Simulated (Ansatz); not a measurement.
```yaml
atoms:
  - { symbol: C, position_ang: [0.0027, 1.1420, -1.0121] }
  - { symbol: C, position_ang: [0.2327, 0.0389, -0.0272] }
  - { symbol: N, position_ang: [1.3051, -0.4675, 0.4746] }
  - { symbol: Si, position_ang: [-0.2201, -1.2978, 1.1242] }
  - { symbol: H, position_ang: [-0.5484, 0.7569, -1.8943] }
  - { symbol: H, position_ang: [-0.6288, 1.9331, -0.5586] }
  - { symbol: H, position_ang: [0.9700, 1.5766, -1.3375] }
  - { symbol: H, position_ang: [-0.4626, -2.6941, 0.6636] }
  - { symbol: H, position_ang: [-0.5622, -1.0345, 2.5504] }
```

All numbers below come from RKS BLYP-D4/def2-SVP (Ansatz 0.2.0).

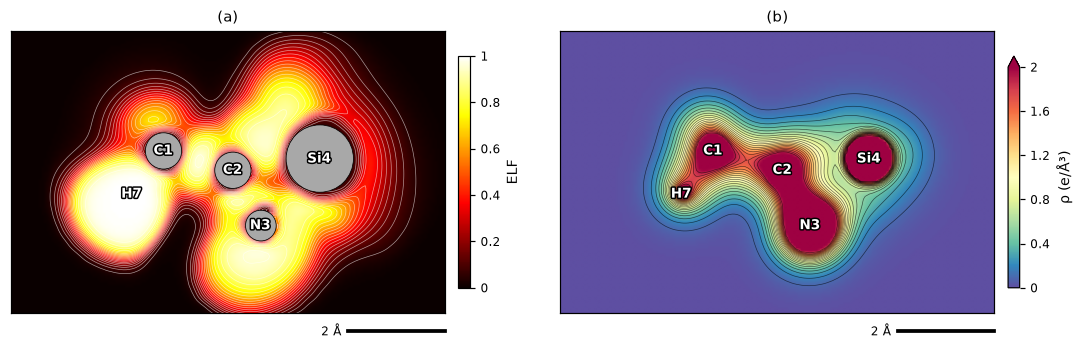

C$_{2}$H$_{5}$NSi. (a) electron localisation function; (b) electron density on the plane of atoms C2, Si4 and N3. Grey discs cover the atomic cores in the ELF map.

> Interpret the plot.

- The section cuts through C, N, Si and H sites.
- C–N (1.29 Å): ρ at the midpoint is about 2.7 e/Å³; the ELF peaks at about 0.90 between the atoms; a covalent bond.
- C–C (1.50 Å): ρ at the midpoint is about 1.7 e/Å³; the ELF peaks at about 0.95 between the atoms (localised, covalent bonding).
- C–Si (1.82 Å): ρ at the midpoint is about 0.85 e/Å³; the ELF peaks at about 0.80 between the atoms; a covalent bond.
- Si–N (1.85 Å): ρ at the midpoint is about 0.83 e/Å³; the ELF peaks at about 0.80 between the atoms, as expected for a shared but strongly polarised pair.
- C–H (1.11 Å): ρ is about 1.9 e/Å³ halfway; the ELF climbs to about 1 towards the hydrogen, as it does in any bond to H; a covalent bond by its length.
- The ELF also peaks beside N3, away from the bonds: lone-pair regions.
